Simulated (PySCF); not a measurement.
Si(Cl)(GeH3)(OH)2, SMILES O[Si](O)(Cl)[GeH3] (H5ClGeO2Si), singlet, CAM-B3LYP/def2-SVP optimised geometry. Atoms within 1.6 Å of the plane z = 0.0 Å (x, y, z in Å): O1 (0.97, -0.97, 0.00), Si2 (-0.67, -0.97, 0.00), O3 (-1.19, -1.68, 1.40), Cl4 (-1.42, 0.97, 0.00), H6 (1.42, -0.70, 0.81).

Method: CAM-B3LYP/def2-TZVP (PySCF 2.14.0). Cells within 0.4 Å of a nucleus heavier than hydrogen are left out (blank, or x).

Map of the electrostatic potential (hartree/e), clipped to [-0.08, 0.12] on the plane z = 0.0 Å:

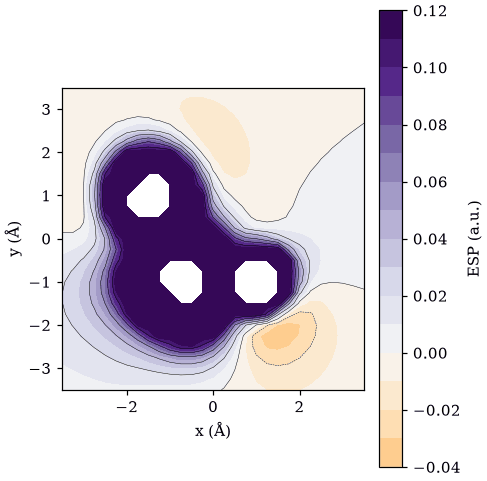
Electrostatic potential (hartree/e), clipped to [-0.08, 0.12] on the plane z = 0.0 Å.
